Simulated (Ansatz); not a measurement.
**CCl2: interaction energy of a dimer with the counterpoise correction from a Python script**

The task is the interaction energy of a dimer with the counterpoise correction, for CCl2. SMILES: Cl[C]Cl.

Program: the Python package of Ansatz 0.2.0. Level of theory: MP2/def2-SVP. These are calculated values, not measurements.

### 1 The system

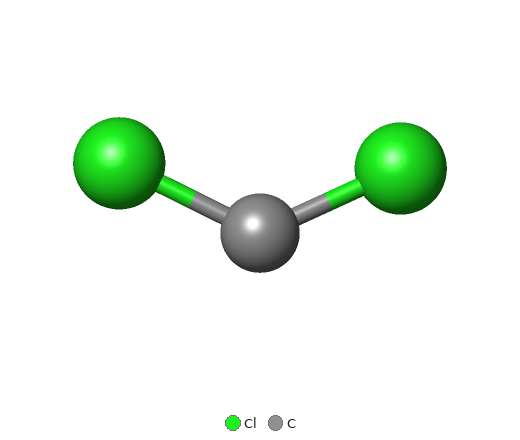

The structure that the script starts from, seen from a chosen angle (chlorine green, carbon grey).

No structure file is read: the coordinates are typed or built in the script.

### 2 The script

Input file dimer.py:

```python
"""Interaction energy of two CCl2 molecules, with the counterpoise correction."""

from dataclasses import dataclass

import ansatz as az


@dataclass(frozen=True)
class Settings:
    basis_set: str = "def2-SVP"
    method: str = "MP2"


settings = Settings()

FIRST = [
    ("Cl", (1.2806, -0.4498, 0.6555)),
    ("C", (-0.1692, -0.4276, -0.1387)),
    ("Cl", (-1.1114, 0.8774, -0.5168)),
]
SECOND = [
    ("Cl", (-1.1758, 2.8145, 3.5039)),
    ("C", (-1.9014, 1.5156, 2.7829)),
    ("Cl", (-2.5016, 0.15, 3.4958)),
]

def energy(atoms, ghosts=()):
    molecule = az.Crystal.molecule()
    for symbol, xyz in atoms:
        molecule = molecule.atom(symbol, xyz)
    calc = (
        molecule.calculation()
        .basis(gaussian=settings.basis_set)
        .correlation(settings.method, electrons="valence")
    )
    deck = calc.input()
    if ghosts:
        deck = deck.set(az.key.basis.gaussian.ghost_atoms, [{"symbol": s, "position_ang": list(xyz)} for s, xyz in ghosts])
    return az.Session.from_dict(deck).plan().execute().report["free_energy_ev"]

# monomers in their own basis and in the basis of the dimer
both = energy(FIRST + SECOND)
alone = energy(FIRST) + energy(SECOND)
ghosted = energy(FIRST, SECOND) + energy(SECOND, FIRST)
print(f"dimer {both:.6f} eV")
print(f"interaction, uncorrected   {(both - alone):8.3f} eV")
print(f"interaction, counterpoise  {(both - ghosted):8.3f} eV")
print(f"basis-set superposition    {(alone - ghosted):8.3f} eV")
```

### 3 What the engine is handed

The package turns the script's settings into the engine's input (first run):

```yaml
crystal:
  periodic: [false, false, false]
  atoms:
    - { symbol: Cl, position_ang: [1.2806, -0.4498, 0.6555] }
    - { symbol: C, position_ang: [-0.1692, -0.4276, -0.1387] }
    - { symbol: Cl, position_ang: [-1.1114, 0.8774, -0.5168] }
    - { symbol: Cl, position_ang: [-1.1758, 2.8145, 3.5039] }
    - { symbol: C, position_ang: [-1.9014, 1.5156, 2.7829] }
    - { symbol: Cl, position_ang: [-2.5016, 0.15, 3.4958] }
basis:
  gaussian:
    orbitals: def2-SVP
correlation:
  method: mp2
  electrons: valence
```

### 4 The run

Started as:

```bash
$ python dimer.py
```

Output:

```text
dimer -52071.106840 eV
interaction, uncorrected     -0.051 eV
interaction, counterpoise     0.005 eV
basis-set superposition       0.056 eV
```

Wall time 8.5 s (1 thread of Arm Neoverse V1, shared host); peak memory 0.33 GiB.

### 5 What changed from run to run

The engine's inputs for some of the other runs:

Run 2, against run 1:

```diff
@@ -7,3 +6,0 @@
-    - { symbol: Cl, position_ang: [-1.1758, 2.8145, 3.5039] }
-    - { symbol: C, position_ang: [-1.9014, 1.5156, 2.7829] }
-    - { symbol: Cl, position_ang: [-2.5016, 0.15, 3.4958] }
```

Run 4, against run 1:

```diff
@@ -7,3 +6,0 @@
-    - { symbol: Cl, position_ang: [-1.1758, 2.8145, 3.5039] }
-    - { symbol: C, position_ang: [-1.9014, 1.5156, 2.7829] }
-    - { symbol: Cl, position_ang: [-2.5016, 0.15, 3.4958] }
@@ -12,0 +10,4 @@
+    ghost_atoms:
+      - { symbol: Cl, position_ang: [-1.1758, 2.8145, 3.5039] }
+      - { symbol: C, position_ang: [-1.9014, 1.5156, 2.7829] }
+      - { symbol: Cl, position_ang: [-2.5016, 0.15, 3.4958] }
```

Run 5, against run 1:

```diff
@@ -4,3 +3,0 @@
-    - { symbol: Cl, position_ang: [1.2806, -0.4498, 0.6555] }
-    - { symbol: C, position_ang: [-0.1692, -0.4276, -0.1387] }
-    - { symbol: Cl, position_ang: [-1.1114, 0.8774, -0.5168] }
@@ -12,0 +10,4 @@
+    ghost_atoms:
+      - { symbol: Cl, position_ang: [1.2806, -0.4498, 0.6555] }
+      - { symbol: C, position_ang: [-0.1692, -0.4276, -0.1387] }
+      - { symbol: Cl, position_ang: [-1.1114, 0.8774, -0.5168] }
```

### 6 The runs side by side

One row for each of the 5 runs:

```
run  system  ghost atoms  energy (eV)  iterations in all  CPU time (s)
  1   C2Cl4      not set  -52071.1068                 40           4.5
  2    CCl2      not set  -26035.5280                 20          0.34
  3    CCl2      not set  -26035.5279                 20          0.35
  4    CCl2  a list of 3  -26035.5641                 19           1.2
  5    CCl2  a list of 3  -26035.5475                 19           1.2
```

Totals carry meaning only in balanced differences at one level of theory.

### 7 Results

```
                        quantity      value
 interaction energy, uncorrected  -0.051 eV
interaction energy, counterpoise   0.005 eV
                   runs compared          5
```

In words: The counterpoise correction turns the binding into repulsion: what looked like attraction was the basis set's error. Uncorrected it is -0.051 eV, with the counterpoise correction 0.005 eV; the difference, 0.06 eV, is the superposition error. The sign changes with the correction, so this basis doesn't settle it. The dimer is a generated trial pose of unrelaxed monomers, not a minimum, so the figure is no binding energy, and the basis set is small.
